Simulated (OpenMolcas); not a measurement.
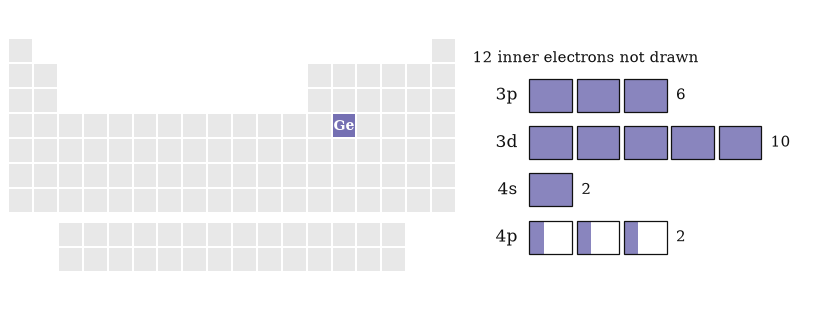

**Figure 1.** Left, the place of germanium in the periodic table; right, the outer shells of the leading configuration of the lowest level: a box for each of the 2l + 1 orbitals, shaded by the share of the shell that is filled, with the electron count at the right.

**Run report: Ge, multiconfigurational calculation**

System: Ge.
Method: state-averaged CASSCF, active space 2 electrons in the shell 4p, basis ANO-R1, X2C scalar Hamiltonian, spin-orbit coupling by RASSI with atomic mean-field integrals (OpenMolcas).

Results in brief:

| quantity | value |
| --- | --- |
| outcome | converged |
| lowest level | 4p² ³P₀ |
| first excited level | 4p² ³P₁, 447 cm⁻¹ (measured: 557) |
| energy of the lowest spin-free term | −2097.10821 hartree |
| energy of the lowest spin-orbit level | −2097.11203 hartree |
| largest spread among components of a term | 0.0 cm⁻¹ |
| hardware | 1 thread of Arm Neoverse V2, 24 GiB of memory available, shared host |
| wall time | 2.1 s |

Remarks:

Against measured levels the run misses widely: 4s2 4p2 1S J = 0 comes out at 22,703 cm⁻¹ where 16,367 cm⁻¹ is measured. Without dynamic correlation the splittings between terms come out too large, often by 20 to 50 %. To bear in mind: closed s shell leaves the highest p terms too high; only configurations of the active space are included.

The input:
```
&GATEWAY
Coord
1

Ge 0.0 0.0 0.0
Basis=ANO-R1
Group=XYZ
NoMove
AngMom=0.0 0.0 0.0
AMFI
&SEWARD
&RASSCF
FileOrb=start.orb
Symmetry=1
Spin=3
nActEl=2 0 0
Inactive=9 6
Ras2=0 3
CIRoot=3 3 1
SDav=3
CIMx=300
Iter=120 100
PrWF=0.3
OrbListing=Nothing
MaxOrb=0
Atom
>>> COPY $Project.JobIph JOB001
&RASSCF
FileOrb=start.orb
Symmetry=1
Spin=1
nActEl=2 0 0
Inactive=9 6
Ras2=0 3
CIRoot=6 6 1
SDav=6
CIMx=300
Iter=120 100
PrWF=0.3
OrbListing=Nothing
MaxOrb=0
Atom
CIOnly
>>> COPY $Project.JobIph JOB002
&RASSI
NrOfJobIphs=2 3 6
1 2 3
1 2 3 4 5 6
IphNames
JOB001
JOB002
EJob
SpinOrbit
DIPRint=1.0
SOCoupling=1000.0
Subsets=2
MEES
Property=10
'ANGMOM' 1 'ANGMOM' 2 'ANGMOM' 3 'MLTPL  1' 1 'MLTPL  1' 2 'MLTPL  1' 3
'AMFI' 1 'AMFI' 2 'AMFI' 3 'MLTPL  2' 6
SOProperty=3
'ANGMOM' 1 'ANGMOM' 2 'ANGMOM' 3
```

The file start.orb holds starting orbitals from an earlier step. A driver script formed the levels outside the program, from RASSI's spin-orbit matrix and the active-space energies, averaged over the components of each term or state.

Command:
```bash
OMP_NUM_THREADS=1 MOLCAS_MEM=2252 MOLCAS_PROJECT=a pymolcas a.inp > a.log  # once for each step of the input, in one work folder
```

Output (extracts):
```
--- SEWARD ---
Basis set label: GE.ANO-R...5S4P3D1F.

      Electronic valence basis set:
      ------------------
      Associated Effective Charge  32.000000 au
      Associated Actual Charge     32.000000 au
      Nuclear Model: Finite nucleus - Gaussian distribution
        Gaussian exponent, Xi/bohr**(-2):  2.52356E+08

      Shell  nPrim  nBasis  Cartesian Spherical Contaminant
         s      20       5        X
         p      15       4        X
         d       9       3                 X
         f       6       1                 X
                  Relativistic X2C integrals
                  Atomic mean-field integrals
--- RASSCF ---
Wave function specifications:
      -----------------------------

      Number of closed shell electrons          30
      Number of electrons in active shells       2
      Max number of holes in RAS1 space          0
      Max nr of electrons in RAS3 space          0
      Number of inactive orbitals               15
      Number of active orbitals                  3
      Number of secondary orbitals              21
      Spin quantum number                      1.0
      State symmetry                             1
Orbital specifications:
      -----------------------

      Symmetry species                           1   2
                                                ag  au
      Frozen orbitals                            0   0
      Inactive orbitals                          9   6
      Active orbitals                            0   3
      RAS1 orbitals                              0   0
      RAS2 orbitals                              0   3
      RAS3 orbitals                              0   0
      Secondary orbitals                        11  10
      Deleted orbitals                           0   0
      Number of basis functions                 20  19
      Number of CSFs                             3
      Number of root(s) required                 3
      Iter CI   SX   CI       RASSCF       Energy    max ROT     max BLB   max BLB  Level Ln srch  Step   QN
          iter iter root      energy       change     param      element    value   shift minimum  type update
 Nr of preliminary CI iterations:   1
      Total energies have been shifted. Add                -2000.00 au
        1   1    7    0   -97.10323698    0.00E+00   5.59E-02    9  10 1 -3.81E-02*  0.00   0.00    SX    NO
        2   1    8    0   -97.10785377   -4.62E-03*  6.01E-03    4  11 1  2.61E-02*  0.00   0.00    SX    NO
        3   1    8    0   -97.10806577   -2.12E-04*  2.86E-03    5  12 1 -1.70E-02*  0.00   0.00    SX    NO
        4   1    7    0   -97.10814619   -8.04E-05*  2.03E-03    4  11 1  1.16E-02*  0.00   0.00    SX    NO
        5   1    7    0   -97.10818184   -3.57E-05*  8.13E-04    6  13 1 -7.76E-03*  0.00   0.60    LS   YES
        6   1    5    0   -97.10821099   -2.92E-05* -1.63E-04    9  10 1 -2.12E-04*  0.00   1.00    QN   YES
        7   1    4    0   -97.10821104   -4.81E-08* -6.09E-05    9  10 1 -5.74E-05   0.00   1.36    QN   YES
        8   1    3    0   -97.10821104   -3.80E-09  -5.53E-07    6  18 1 -8.20E-07   0.00   1.00    QN   YES
      Convergence after  8 iterations
        9   1    3    0   -97.10821104   -1.82E-12  -5.53E-07    7  19 1 -2.30E-07   0.00   1.00    QN   YES
      Natural orbitals and occupation numbers for root  1
      sym 2:   1.000000   0.000000   1.000000
      Natural orbitals and occupation numbers for root  2
      sym 2:   1.000000   1.000000   0.000000
      Natural orbitals and occupation numbers for root  3
      sym 2:   0.000000   1.000000   1.000000
::    RASSCF root number  1 Total energy:  -2097.10821104
::    RASSCF root number  2 Total energy:  -2097.10821104
::    RASSCF root number  3 Total energy:  -2097.10821104
--- RASSCF ---
Wave function specifications:
      -----------------------------

      Number of closed shell electrons          30
      Number of electrons in active shells       2
      Max number of holes in RAS1 space          0
      Max nr of electrons in RAS3 space          0
      Number of inactive orbitals               15
      Number of active orbitals                  3
      Number of secondary orbitals              21
      Spin quantum number                      0.0
      State symmetry                             1
Orbital specifications:
      -----------------------

      Symmetry species                           1   2
                                                ag  au
      Frozen orbitals                            0   0
      Inactive orbitals                          9   6
      Active orbitals                            0   3
      RAS1 orbitals                              0   0
      RAS2 orbitals                              0   3
      RAS3 orbitals                              0   0
      Secondary orbitals                        11  10
      Deleted orbitals                           0   0
      Number of basis functions                 20  19
      Number of CSFs                             6
      Number of root(s) required                 6
      Iter CI   SX   CI       RASSCF       Energy    max ROT     max BLB   max BLB  Level Ln srch  Step   QN
          iter iter root      energy       change     param      element    value   shift minimum  type update
 Nr of preliminary CI iterations:   1
        1   1    0    0 -2097.05852433    0.00E+00   0.00E+00    7  10 2 -6.36E-03*  0.00   0.00    SX    NO
      Natural orbitals and occupation numbers for root  1
      sym 2:   1.090156   0.900822   0.009023
      Natural orbitals and occupation numbers for root  2
      sym 2:   1.043922   0.002022   0.954056
      Natural orbitals and occupation numbers for root  3
      sym 2:   0.047311   1.189961   0.762729
::    RASSCF root number  1 Total energy:  -2097.06846167
::    RASSCF root number  2 Total energy:  -2097.06846167
::    RASSCF root number  3 Total energy:  -2097.06846167
::    RASSCF root number  4 Total energy:  -2097.06846167
::    RASSCF root number  5 Total energy:  -2097.06846167
::    RASSCF root number  6 Total energy:  -2097.00883762
--- RASSI ---
SPIN-FREE ENERGIES:
  (Shifted by EMIN (a.u.) =      -2097.1082110417)

 SF State       Relative EMIN(au)   Rel lowest level(eV)    D:o, cm**(-1)      L_eff

     1             0.0000000000        0.0000000000              0.0000         1.0
     2             0.0000000000        0.0000000000              0.0000         1.0
     3             0.0000000000        0.0000000000              0.0000         1.0
     4             0.0397493688        1.0816354269           8723.9781         2.0
     5             0.0397493688        1.0816354269           8723.9781         2.0
     6             0.0397493688        1.0816354269           8723.9781         2.0
     7             0.0397493688        1.0816354269           8723.9781         2.0
     8             0.0397493688        1.0816354269           8723.9781         2.0
     9             0.0993734220        2.7040885673          21809.9451         0.0
     Dipole printing threshold changed to   1.00000000E+00
Eigenvalues of complex Hamiltonian:
   -----------------------------------
  (Shifted by EMIN (a.u.) =      -2097.1082110417)

 SO State       Relative EMIN(au)   Rel lowest level(eV)    D:o, cm**(-1)     J-value

     1            -0.0038215469        0.0000000000              0.0000         0.0
     2            -0.0017869942        0.0553629993            446.5327         1.0
     3            -0.0017869942        0.0553629993            446.5327         0.6
     4            -0.0017869942        0.0553629993            446.5327         0.6
     5             0.0016194957        0.1480583137           1194.1708         1.2
     6             0.0016194957        0.1480583137           1194.1708         1.8
     7             0.0016194957        0.1480583137           1194.1708         1.1
     8             0.0016194957        0.1480583137           1194.1708         1.8
     9             0.0016194957        0.1480583137           1194.1708         1.8
    10             0.0399168673        1.1901828833           9599.4723         1.3
    11             0.0399168673        1.1901828833           9599.4723         1.7
    12             0.0399168673        1.1901828833           9599.4723         1.9
    13             0.0399168673        1.1901828833           9599.4723         1.8
    14             0.0399168673        1.1901828833           9599.4723         1.0
    15             0.0996209804        2.8148145659          22703.0106         0.0
Weights of the five most important spin-orbit-free states for each spin-orbit state.

 SO State  Total energy (au)           Spin-free states, spin, and weights
 -------------------------------------------------------------------------------------------------------
    1        -0.003822       2 1.0  0.3325    1 1.0  0.3325    3 1.0  0.3325    9 0.0  0.0024    4 0.0  0.0000
    2        -0.001787       3 1.0  0.4998    2 1.0  0.4919    1 1.0  0.0083    4 0.0  0.0000    8 0.0  0.0000
    3        -0.001787       1 1.0  0.4940    3 1.0  0.4274    2 1.0  0.0786    4 0.0  0.0000    8 0.0  0.0000
    4        -0.001787       1 1.0  0.4977    2 1.0  0.4295    3 1.0  0.0728    6 0.0  0.0000    7 0.0  0.0000
    5         0.001619       3 1.0  0.5897    2 1.0  0.3233    1 1.0  0.0826    4 0.0  0.0018    8 0.0  0.0018
    6         0.001619       1 1.0  0.4978    2 1.0  0.4972    7 0.0  0.0031    8 0.0  0.0012    3 1.0  0.0006
    7         0.001619       3 1.0  0.5693    2 1.0  0.3620    1 1.0  0.0643    4 0.0  0.0024    8 0.0  0.0014
    8         0.001619       3 1.0  0.4973    1 1.0  0.4854    2 1.0  0.0129    5 0.0  0.0042    4 0.0  0.0001
    9         0.001619       1 1.0  0.5292    2 1.0  0.4640    6 0.0  0.0042    3 1.0  0.0024    7 0.0  0.0001
   10         0.039917       8 0.0  0.9956    3 1.0  0.0021    1 1.0  0.0012    2 1.0  0.0011    7 0.0  0.0000
   11         0.039917       7 0.0  0.9956    2 1.0  0.0023    1 1.0  0.0013    3 1.0  0.0007    8 0.0  0.0000
   12         0.039917       6 0.0  0.9956    1 1.0  0.0026    2 1.0  0.0017    3 1.0  0.0001    7 0.0  0.0000
```

Spin-orbit levels, grouped by J and assigned:

```csv
Configuration,Level,E (cm⁻¹),LS purity (%),Landé g
4p²,³P₀,0,100,–
4p²,³P₁,446,100,1.501
4p²,³P₂,"1,194",100,1.499
4p²,¹D₂,"9,599",100,1.002
4p²,¹S₀,"22,700",100,–
```

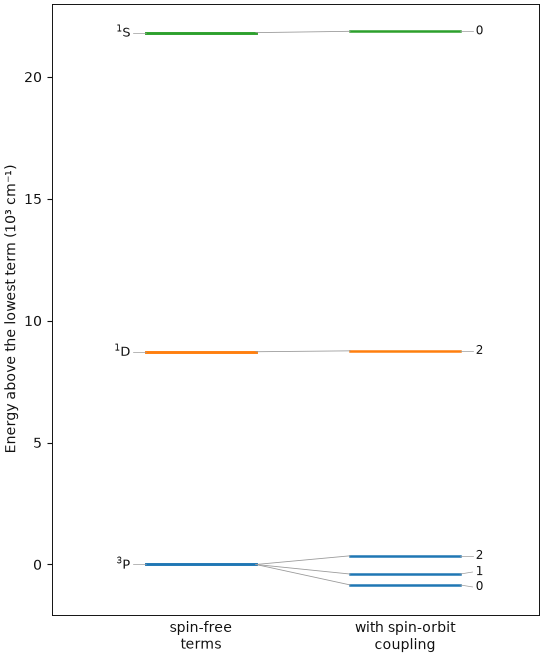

**Figure 2.** Terms of the Ge atom without and with spin-orbit coupling; numbers at the right are J. ³P (at 0) splits over 1,190 cm⁻¹ into J = 0, 1, 2 from the bottom up (normal); ¹D (at 8,720 cm⁻¹) gives the one level J = 2; ¹S (at 21,800 cm⁻¹) gives the one level J = 0. The ground level lies 839 cm⁻¹ below the lowest term.

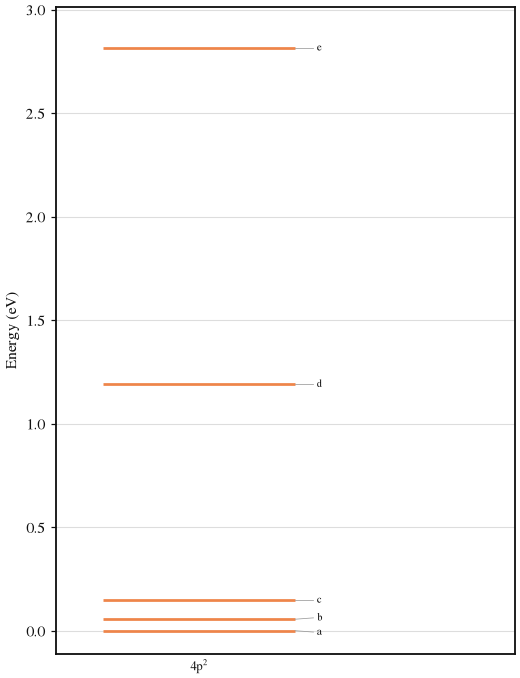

**Figure 3.** The lowest computed levels of neutral germanium, 5 of them lettered. a: 4p² ³P₀ at 0; b: 4p² ³P₁ at 0.0554 eV; c: 4p² ³P₂ at 0.148 eV; d: 4p² ¹D₂ at 1.19 eV; e: 4p² ¹S₀ at 2.81 eV.
